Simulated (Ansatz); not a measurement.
**CH6ClFGeSi (SMILES [CH3][Ge]([F])([SiH3])[Cl]): density, localisation and related maps**

```yaml
atoms:
  - { symbol: C, position_ang: [0.1475, -1.0744, 1.5410] }
  - { symbol: Ge, position_ang: [0.6832, 0.0236, 0.0407] }
  - { symbol: F, position_ang: [1.8260, -0.9296, -0.8707] }
  - { symbol: Si, position_ang: [-0.9061, 0.8906, -1.5149] }
  - { symbol: Cl, position_ang: [1.8334, 1.6832, 0.8057] }
  - { symbol: H, position_ang: [1.0405, -1.3737, 2.0904] }
  - { symbol: H, position_ang: [-0.5106, -0.5097, 2.2021] }
  - { symbol: H, position_ang: [-0.3727, -1.9633, 1.1817] }
  - { symbol: H, position_ang: [-1.8441, 1.7722, -0.7750] }
  - { symbol: H, position_ang: [-0.1776, 1.6598, -2.5514] }
  - { symbol: H, position_ang: [-1.6541, -0.2360, -2.1289] }
```

Geometry: PBE0-D4/def2-TZVP.

All numbers below come from RKS PBE0-D4/def2-TZVPP in Ansatz.

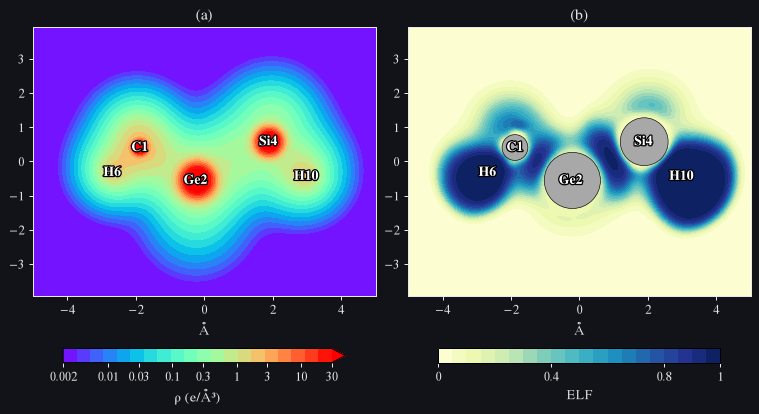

Figure 1. (a) total electron density; (b) electron localisation function on the plane of atoms Ge2, Si4 and H10. Grey discs cover the atomic cores in the ELF map.

Question: Describe what can be read from this map.

Answer: The section cuts through C, Ge, Si and H sites.
C–Ge (1.93 Å): ρ at the midpoint is about 0.92 e/Å³; the ELF peaks at about 0.90 in the valence shell of C, 0.7 Å from its nucleus, and is about 0.70 at the midpoint.
Si–Ge (2.39 Å): ρ is about 0.62 e/Å³ halfway; the ELF peaks at about 0.95 between the atoms, as expected for localised, covalent bonding.
C–H (1.09 Å): the density is about 2 e/Å³ at the midpoint; the ELF climbs to about 1 towards the hydrogen, as it does in any bond to H (an ordinary covalent bond to hydrogen).
Si–H (1.48 Å): the density is about 0.81 e/Å³ at the midpoint; the ELF climbs to about 1 towards the hydrogen.

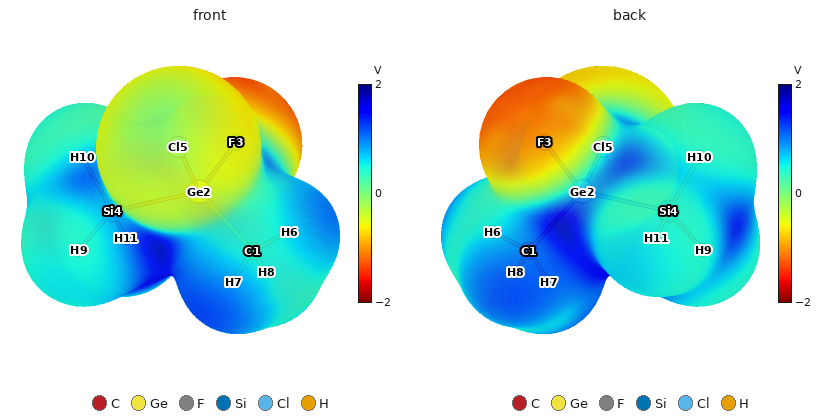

Figure 2. The molecular electrostatic potential painted on the density surface at 0.002 e/bohr³, seen from the front and from behind; red is negative and blue positive.

Question: Describe the electrostatic potential map.

Answer: The most negative region (about −1.3 V) lies over F3, the most positive (about +1.7 V) over Ge2 and Si4.

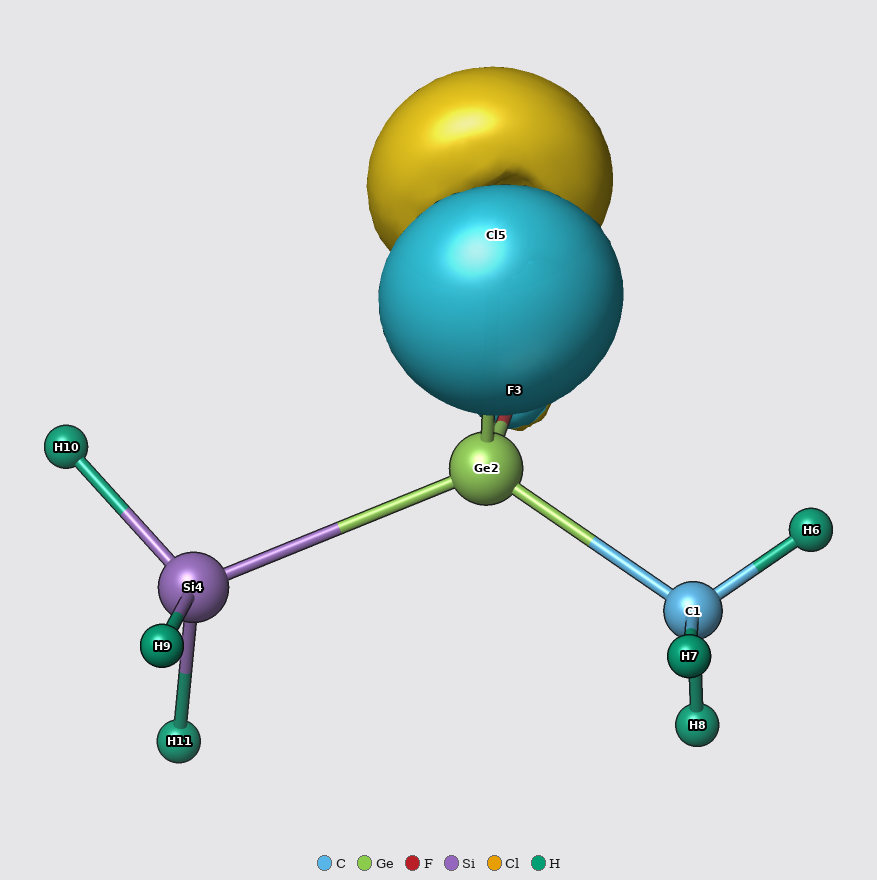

Figure 3. The HOMO−1 at ±0.2 Å⁻³ᐟ² (yellow and cyan are the two phases), seen across its widest extent.

Question: Where does this orbital lie, and at what energy?

Answer: It lies mainly on Cl5 (about 85 %) and Ge2 (about 5 %); largely a lone pair of Cl5. Its energy is −9.13 eV.
